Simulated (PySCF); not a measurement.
# [PbBr3]+: other functionals and bases at one geometry

How far do other levels of theory move the description of [PbBr3]+, and what does each cost? The structure is generated, not taken from experiment.

Program: PySCF 2.14.0. Level of theory: several levels, as the steps say, no spin–orbit coupling. These are calculated values, not measurements.

2 further runs of the same task are left out: 2 for a known fault of the program.

### Step 1. The starting structure

4 atoms, charge 1, spin multiplicity 1.

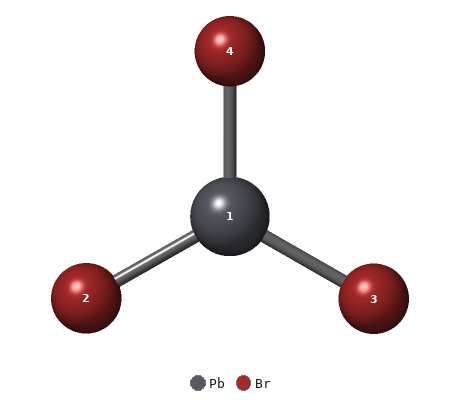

The structure; lead dark grey, bromine red; atoms are numbered from 1 in the order of the file.

As a file:

```xyz
4

Pb    0.1781    0.0000    0.0000
Br   -1.0645    0.0000    2.1696
Br   -1.0645    0.0000   -2.1696
Br    2.6795    0.0000    0.0000
```

Formal oxidation states: Pb +4. An earlier session relaxed this geometry at PBE0, Pb def2-SVP with ECP60, Br def2-SVP (singlet, point group D3h).

At PBE0 on the finer grid: E = -7913.291529 Eh, HOMO -13.88 eV, LUMO -10.26 eV, Mulliken charge on Pb1 +0.94 e, largest force component 0.021 eV/Å. 

Levels to run: BP86; TPSS; revPBE; HF; PBE0, TZVP; PBE0, x2c-SVP. Hardware: 2 threads of Arm Neoverse V1, shared host.

### Step 2. BP86

run.py (the lines that set the calculation) reads:

```python
mol = gto.M(atom='''
Pb     0.17807     0.00000     0.00000
Br    -1.06446     0.00000     2.16957
Br    -1.06446     0.00000    -2.16957
Br     2.67952     0.00000     0.00000''',
    basis={'Pb': 'def2-SVP', 'Br': 'def2-SVP'},
    ecp={'Pb': 'def2-SVP'},
    charge=1, spin=0)
mf = dft.RKS(mol, xc='B88,P86')
mf.grids.atom_grid = (75, 302)
mf = mf.density_fit()  # fitting sets: Pb def2-universal-JKFIT, Br def2-universal-JKFIT
mf.conv_tol = 1e-08; mf.max_cycle = 55
mf.kernel(dm0)  # dm0: the density of the relaxed state
```

The run is started by

```bash
OMP_NUM_THREADS=2 python run.py
```

Output:

```text
init E= -7915.15523361274
  HOMO = -0.4640642722047  LUMO = -0.405756425686548  gap/eV = 1.58664
cycle= 1 E= -7915.15887481494  delta_E= -0.00364  |g|= 0.102  |ddm|= 0.374
  HOMO = -0.467370237620062  LUMO = -0.402778881102826  gap/eV = 1.75762
cycle= 2 E= -7915.15435409566  delta_E= 0.00452  |g|= 0.155  |ddm|= 0.293
  HOMO = -0.463809177940719  LUMO = -0.403858006957918  gap/eV = 1.63135
cycle= 3 E= -7915.15996004125  delta_E= -0.00561  |g|= 0.035  |ddm|= 0.254
  HOMO = -0.464154645118455  LUMO = -0.403224394013165  gap/eV = 1.65800
cycle= 4 E= -7915.16039048041  delta_E= -0.00043  |g|= 0.0025  |ddm|= 0.0574
  HOMO = -0.464412342631265  LUMO = -0.403580718385932  gap/eV = 1.65531
cycle= 5 E= -7915.160392404  delta_E= -1.92e-06  |g|= 0.000712  |ddm|= 0.00483
  HOMO = -0.46439973684073  LUMO = -0.403573795512266  gap/eV = 1.65516
cycle= 6 E= -7915.160392509  delta_E= -1.05e-07  |g|= 0.000489  |ddm|= 0.00214
  HOMO = -0.464382832645771  LUMO = -0.403563550477834  gap/eV = 1.65498
cycle= 7 E= -7915.16039260526  delta_E= -9.63e-08  |g|= 6.2e-05  |ddm|= 0.000961
  HOMO = -0.464382990470687  LUMO = -0.403560868606228  gap/eV = 1.65505
cycle= 8 E= -7915.16039260672  delta_E= -1.46e-09  |g|= 8.29e-06  |ddm|= 0.000114
  HOMO = -0.464384207278657  LUMO = -0.40356154093103  gap/eV = 1.65507
Extra cycle  E= -7915.16039260665  delta_E= 6.18e-11  |g|= 1.66e-05  |ddm|= 3.61e-05
converged SCF energy = -7915.16039260665
```

Run time: 7.1 s. Hardware: 2 threads of Arm Neoverse V1, shared host.

It gives: E = -7915.160393 Eh, HOMO -12.64 eV, LUMO -10.98 eV, Mulliken charge on Pb1 +0.82 e, largest force component 0.477 eV/Å. 

### Step 3. TPSS

Edit run.py (the lines that set the calculation) of step 2 so:

```diff
@@ -8,3 +8,3 @@
     charge=1, spin=0)
-mf = dft.RKS(mol, xc='B88,P86')
+mf = dft.RKS(mol, xc='TPSS')
 mf.grids.atom_grid = (75, 302)
```

The run is started by

```bash
OMP_NUM_THREADS=2 python run.py
```

Output:

```text
init E= -7913.86945014411
  HOMO = -0.465407486632709  LUMO = -0.399144934670225  gap/eV = 1.80310
cycle= 1 E= -7913.87249577895  delta_E= -0.00305  |g|= 0.116  |ddm|= 0.232
  HOMO = -0.468841423787824  LUMO = -0.400494890588043  gap/eV = 1.85980
cycle= 2 E= -7913.87175772667  delta_E= 0.000738  |g|= 0.116  |ddm|= 0.151
  HOMO = -0.465123772482312  LUMO = -0.399226783901099  gap/eV = 1.79315
cycle= 3 E= -7913.87305409659  delta_E= -0.0013  |g|= 0.0338  |ddm|= 0.147
  HOMO = -0.465663424916761  LUMO = -0.398681811591906  gap/eV = 1.82266
cycle= 4 E= -7913.87345606969  delta_E= -0.000402  |g|= 0.002  |ddm|= 0.0556
  HOMO = -0.465910235509039  LUMO = -0.398967347609855  gap/eV = 1.82161
cycle= 5 E= -7913.8734572272  delta_E= -1.16e-06  |g|= 0.000403  |ddm|= 0.00318
  HOMO = -0.465907388129826  LUMO = -0.398977477760852  gap/eV = 1.82126
cycle= 6 E= -7913.87345723313  delta_E= -5.93e-09  |g|= 0.000367  |ddm|= 0.0013
  HOMO = -0.465901832956137  LUMO = -0.398976254893576  gap/eV = 1.82114
cycle= 7 E= -7913.87345728799  delta_E= -5.49e-08  |g|= 3.24e-05  |ddm|= 0.000738
  HOMO = -0.465899518098453  LUMO = -0.398972979394735  gap/eV = 1.82116
cycle= 8 E= -7913.87345728832  delta_E= -3.29e-10  |g|= 7.66e-06  |ddm|= 6.42e-05
  HOMO = -0.465900239443497  LUMO = -0.398972991406509  gap/eV = 1.82118
Extra cycle  E= -7913.87345728825  delta_E= 6.37e-11  |g|= 1.66e-05  |ddm|= 3.73e-05
converged SCF energy = -7913.87345728825
```

It took 9.3 s on 2 threads of Arm Neoverse V1, shared host.

Result: E = -7913.873457 Eh, HOMO -12.68 eV, LUMO -10.86 eV, Mulliken charge on Pb1 +0.90 e, largest force component 0.364 eV/Å. 

### Step 4. revPBE

Edit run.py (the lines that set the calculation) of step 3 so:

```diff
@@ -8,3 +8,3 @@
     charge=1, spin=0)
-mf = dft.RKS(mol, xc='TPSS')
+mf = dft.RKS(mol, xc='PBE_R,PBE')
 mf.grids.atom_grid = (75, 302)
```

The run is started by

```bash
OMP_NUM_THREADS=2 python run.py
```

Output:

```text
init E= -7913.60565176618
  HOMO = -0.45802218473854  LUMO = -0.397358405899027  gap/eV = 1.65075
cycle= 1 E= -7913.60816310779  delta_E= -0.00251  |g|= 0.0829  |ddm|= 0.314
  HOMO = -0.46084437312776  LUMO = -0.394738575011658  gap/eV = 1.79883
cycle= 2 E= -7913.60494439901  delta_E= 0.00322  |g|= 0.129  |ddm|= 0.251
  HOMO = -0.457921859206355  LUMO = -0.395787585833631  gap/eV = 1.69076
cycle= 3 E= -7913.60899583507  delta_E= -0.00405  |g|= 0.0258  |ddm|= 0.21
  HOMO = -0.458104711118223  LUMO = -0.395244462156846  gap/eV = 1.71051
cycle= 4 E= -7913.60922958349  delta_E= -0.000234  |g|= 0.00167  |ddm|= 0.0418
  HOMO = -0.458303246181188  LUMO = -0.395504067520072  gap/eV = 1.70885
cycle= 5 E= -7913.60923036332  delta_E= -7.8e-07  |g|= 0.0005  |ddm|= 0.00319
  HOMO = -0.4582946190343  LUMO = -0.395499669486135  gap/eV = 1.70874
cycle= 6 E= -7913.60923041977  delta_E= -5.64e-08  |g|= 0.000329  |ddm|= 0.00149
  HOMO = -0.458282203718988  LUMO = -0.395492490761384  gap/eV = 1.70860
cycle= 7 E= -7913.6092304636  delta_E= -4.38e-08  |g|= 3.45e-05  |ddm|= 0.000647
  HOMO = -0.458281835215873  LUMO = -0.395490380123995  gap/eV = 1.70864
cycle= 8 E= -7913.60923046407  delta_E= -4.66e-10  |g|= 5.88e-06  |ddm|= 6.49e-05
  HOMO = -0.458282518516346  LUMO = -0.395490722075714  gap/eV = 1.70865
Extra cycle  E= -7913.60923046403  delta_E= 4.18e-11  |g|= 1.11e-05  |ddm|= 2.39e-05
converged SCF energy = -7913.60923046403
```

Run time: 7.2 s. Hardware: 2 threads of Arm Neoverse V1, shared host.

Result: E = -7913.609230 Eh, HOMO -12.47 eV, LUMO -10.76 eV, Mulliken charge on Pb1 +0.86 e, largest force component 0.581 eV/Å. 

### Step 5. HF

Edit run.py (the lines that set the calculation) of step 4 so:

```diff
@@ -8,4 +8,3 @@
     charge=1, spin=0)
-mf = dft.RKS(mol, xc='PBE_R,PBE')
-mf.grids.atom_grid = (75, 302)
+mf = scf.RHF(mol)
 mf = mf.density_fit()  # fitting sets: Pb def2-universal-JKFIT, Br def2-universal-JKFIT
```

The run is started by

```bash
OMP_NUM_THREADS=2 python run.py
```

Output:

```text
init E= -7907.89614472278
  HOMO = -0.609521241577101  LUMO = -0.25779162012438  gap/eV = 9.57105
cycle= 1 E= -7907.92553159249  delta_E= -0.0294  |g|= 0.108  |ddm|= 0.605
  HOMO = -0.618056184249845  LUMO = -0.264858656446194  gap/eV = 9.61099
cycle= 2 E= -7907.92778693217  delta_E= -0.00226  |g|= 0.0499  |ddm|= 0.169
  HOMO = -0.619640665741949  LUMO = -0.26206213009754  gap/eV = 9.73021
cycle= 3 E= -7907.92823513561  delta_E= -0.000448  |g|= 0.0114  |ddm|= 0.062
  HOMO = -0.619925695399108  LUMO = -0.261417017576171  gap/eV = 9.75552
cycle= 4 E= -7907.92830973104  delta_E= -7.46e-05  |g|= 0.00263  |ddm|= 0.0318
  HOMO = -0.619870538413989  LUMO = -0.260803271273836  gap/eV = 9.77072
cycle= 5 E= -7907.92831339428  delta_E= -3.66e-06  |g|= 0.00072  |ddm|= 0.00642
  HOMO = -0.619877660490884  LUMO = -0.260743283173383  gap/eV = 9.77254
cycle= 6 E= -7907.92831374896  delta_E= -3.55e-07  |g|= 0.000138  |ddm|= 0.00188
  HOMO = -0.619849813816869  LUMO = -0.260703618229499  gap/eV = 9.77287
cycle= 7 E= -7907.92831376615  delta_E= -1.72e-08  |g|= 4.05e-05  |ddm|= 0.000371
  HOMO = -0.61985157156453  LUMO = -0.26070464929488  gap/eV = 9.77289
cycle= 8 E= -7907.92831376791  delta_E= -1.77e-09  |g|= 9.24e-06  |ddm|= 0.00014
  HOMO = -0.619850793867845  LUMO = -0.260704091328272  gap/eV = 9.77288
Extra cycle  E= -7907.92831376801  delta_E= -9.46e-11  |g|= 4.29e-06  |ddm|= 2.44e-05
converged SCF energy = -7907.92831376801
```

Run time: 6.5 s. Hardware: 2 threads of Arm Neoverse V1, shared host.

It gives: E = -7907.928314 Eh, HOMO -16.87 eV, LUMO -7.09 eV, Mulliken charge on Pb1 +1.20 e, largest force component 0.215 eV/Å. 

### Step 6. PBE0, TZVP

Basis: Pb def2-TZVP with ECP60, Br def2-TZVP. 

run.py (the lines that set the calculation) reads:

```python
mol = gto.M(atom='''
Pb     0.17807     0.00000     0.00000
Br    -1.06446     0.00000     2.16957
Br    -1.06446     0.00000    -2.16957
Br     2.67952     0.00000     0.00000''',
    basis={'Pb': 'def2-TZVP', 'Br': 'def2-TZVP'},
    ecp={'Pb': 'def2-TZVP'},
    charge=1, spin=0)
mf = dft.RKS(mol, xc='PBE0')
mf.grids.atom_grid = (75, 302)
mf = mf.density_fit()  # fitting sets: Pb def2-universal-JKFIT, Br def2-universal-JKFIT
mf.conv_tol = 1e-08; mf.max_cycle = 55
mf.kernel(dm0)  # dm0: free metal ions and neutral atoms
```

The run is started by

```bash
OMP_NUM_THREADS=2 python run.py
```

Output:

```text
init E= -7954.69200752592
  HOMO = -0.466005771182214  LUMO = -0.38654642613907  gap/eV = 2.16220
cycle= 1 E= -7913.32455414284  delta_E= 41.4  |g|= 3.17  |ddm|= 3.26
  HOMO = -0.589796606371124  LUMO = -0.339780954600272  gap/eV = 6.80327
cycle= 2 E= -7912.73116355055  delta_E= 0.593  |g|=  3.1  |ddm|= 4.39
  HOMO = -0.503022134842138  LUMO = -0.392151891328499  gap/eV = 3.01693
cycle= 3 E= -7914.12986822716  delta_E= -1.4  |g|= 0.629  |ddm|= 3.41
  HOMO = -0.506237165115708  LUMO = -0.365583553938441  gap/eV = 3.82738
cycle= 4 E= -7914.23583954742  delta_E= -0.106  |g|= 0.153  |ddm|= 1.03
  HOMO = -0.511483600544821  LUMO = -0.374986553556456  gap/eV = 3.71427
cycle= 5 E= -7914.24290355645  delta_E= -0.00706  |g|= 0.0138  |ddm|= 0.223
  HOMO = -0.509725372515072  LUMO = -0.372796333163651  gap/eV = 3.72603
cycle= 6 E= -7914.24295151363  delta_E= -4.8e-05  |g|= 0.00412  |ddm|= 0.0181
  HOMO = -0.509744766217924  LUMO = -0.37271540429401  gap/eV = 3.72876
cycle= 7 E= -7914.24295576634  delta_E= -4.25e-06  |g|= 0.000996  |ddm|= 0.00391
  HOMO = -0.509781620734272  LUMO = -0.372775826054222  gap/eV = 3.72812
cycle= 8 E= -7914.2429559514  delta_E= -1.85e-07  |g|= 0.000652  |ddm|= 0.00188
  HOMO = -0.509777237539974  LUMO = -0.372794217602558  gap/eV = 3.72750
cycle= 9 E= -7914.24295607793  delta_E= -1.27e-07  |g|= 2.84e-05  |ddm|= 0.000879
  HOMO = -0.509774063374116  LUMO = -0.372791920445775  gap/eV = 3.72747
cycle= 10 E= -7914.2429560783  delta_E= -3.67e-10  |g|= 1.34e-05  |ddm|= 8.98e-05
  HOMO = -0.50977638867265  LUMO = -0.372793164522897  gap/eV = 3.72750
Extra cycle  E= -7914.24295607826  delta_E= 3.64e-11  |g|= 2.05e-05  |ddm|= 3.91e-05
converged SCF energy = -7914.24295607826
```

It took 21 s on 2 threads of Arm Neoverse V1, shared host.

Read off: E = -7914.242956 Eh, HOMO -13.87 eV, LUMO -10.14 eV, Mulliken charge on Pb1 +1.05 e, largest force component 0.380 eV/Å. 

### Step 7. PBE0, x2c-SVP

Basis: Pb x2c-SVPall, Br x2c-SVPall. All electrons are treated, with the spin-free X2C Hamiltonian.

run.py (the lines that set the calculation) reads:

```python
mol = gto.M(atom='''
Pb     0.17807     0.00000     0.00000
Br    -1.06446     0.00000     2.16957
Br    -1.06446     0.00000    -2.16957
Br     2.67952     0.00000     0.00000''',
    basis={'Pb': 'x2c-SVPall', 'Br': 'x2c-SVPall'},
    nucmod='G',
    charge=1, spin=0)
mf = dft.RKS(mol, xc='PBE0')
mf.grids.atom_grid = (99, 590)
mf = mf.density_fit()  # fitting sets: Pb AutoAux, Br AutoAux
mf = mf.sfx2c1e()
mf.conv_tol = 1e-08; mf.max_cycle = 55
mf.kernel(dm0)  # dm0: free metal ions and neutral atoms
```

The run is started by

```bash
OMP_NUM_THREADS=2 python run.py
```

Output:

```text
init E= -28746.1538139949
  HOMO = -0.463603367943629  LUMO = -0.385724425450487  gap/eV = 2.11919
cycle= 1 E= -28700.0848213707  delta_E= 46.1  |g|= 2.72  |ddm|= 3.35
  HOMO = -0.591049503843955  LUMO = -0.35421806900691  gap/eV = 6.44451
cycle= 2 E= -28699.6410276377  delta_E= 0.444  |g|= 2.62  |ddm|= 4.88
  HOMO = -0.501368726118065  LUMO = -0.39327118364288  gap/eV = 2.94148
cycle= 3 E= -28700.7676252828  delta_E= -1.13  |g|= 0.522  |ddm|= 3.69
  HOMO = -0.506154483393813  LUMO = -0.371873364407831  gap/eV = 3.65398
cycle= 4 E= -28700.845932721  delta_E= -0.0783  |g|= 0.108  |ddm|=    1
  HOMO = -0.509777523961266  LUMO = -0.378457403820758  gap/eV = 3.57340
cycle= 5 E= -28700.8497234862  delta_E= -0.00379  |g|= 0.011  |ddm|= 0.198
  HOMO = -0.508788055164654  LUMO = -0.377151786238738  gap/eV = 3.58201
cycle= 6 E= -28700.8497558737  delta_E= -3.24e-05  |g|= 0.00257  |ddm|= 0.0158
  HOMO = -0.508712805652039  LUMO = -0.377057461234755  gap/eV = 3.58252
cycle= 7 E= -28700.849757762  delta_E= -1.89e-06  |g|= 0.000852  |ddm|= 0.00386
  HOMO = -0.508718616943156  LUMO = -0.377073620316379  gap/eV = 3.58224
cycle= 8 E= -28700.8497579502  delta_E= -1.88e-07  |g|= 0.00039  |ddm|= 0.00182
  HOMO = -0.508713083676748  LUMO = -0.377087406702267  gap/eV = 3.58172
cycle= 9 E= -28700.8497579997  delta_E= -4.95e-08  |g|= 2.22e-05  |ddm|= 0.000753
  HOMO = -0.508714523449755  LUMO = -0.377088289731901  gap/eV = 3.58173
cycle= 10 E= -28700.8497579998  delta_E= -1.67e-10  |g|= 2.82e-06  |ddm|= 5.08e-05
  HOMO = -0.50871395364963  LUMO = -0.377087616772397  gap/eV = 3.58174
Extra cycle  E= -28700.8497579999  delta_E= -7.28e-11  |g|= 2.68e-06  |ddm|= 6.72e-06
converged SCF energy = -28700.8497579999
```

It took 40 s on 2 threads of Arm Neoverse V1, shared host.

Read off: E = -28700.849758 Eh, HOMO -13.84 eV, LUMO -10.26 eV, Mulliken charge on Pb1 +1.01 e, largest force component 0.246 eV/Å. 

### Step 8. Results

| level | state | HOMO (eV) | gap (eV) | charge on Pb1 (e) | dipole (D) | largest force (eV/Å) | basis functions | time |
| --- | --- | --- | --- | --- | --- | --- | --- | --- |
| PBE0 (relaxed here) | singlet | -13.88 | 3.62 | 0.94 | 0.02 | 0.02 | 122 | 23 s |
| BP86 | singlet | -12.64 | 1.66 | 0.82 | 0.02 | 0.48 | 122 | 7.1 s |
| TPSS | singlet | -12.68 | 1.82 | 0.90 | 0.02 | 0.36 | 122 | 9.3 s |
| revPBE | singlet | -12.47 | 1.71 | 0.86 | 0.02 | 0.58 | 122 | 7.2 s |
| HF | singlet | -16.87 | 9.77 | 1.20 | 0.03 | 0.22 | 122 | 6.5 s |
| PBE0, TZVP | singlet | -13.87 | 3.73 | 1.05 | 0.02 | 0.38 | 194 | 21 s |
| PBE0, x2c-SVP | singlet | -13.84 | 3.58 | 1.01 | 0.02 | 0.25 | 158 | 40 s |

Times are on 2 threads of Arm Neoverse V1, shared host; the first row also made further properties. The dipole of a charged species depends on the origin, so these sizes hold for this origin alone.

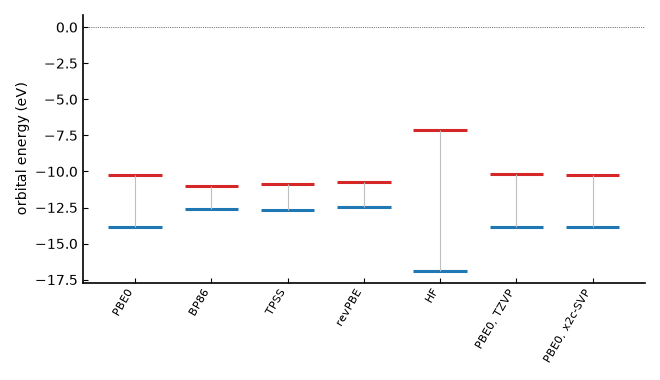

Highest filled and lowest empty level, method by method.

In one basis the HOMO–LUMO gap runs from 1.66 eV (BP86) to 9.77 eV (HF). The largest leftover force, 0.58 eV/Å with revPBE, stands at a geometry relaxed at another level. The Mulliken charge on Pb spans +0.82 to +1.20 e over the levels. Total energies of different levels can't be compared. Spin–orbit coupling is left out throughout.
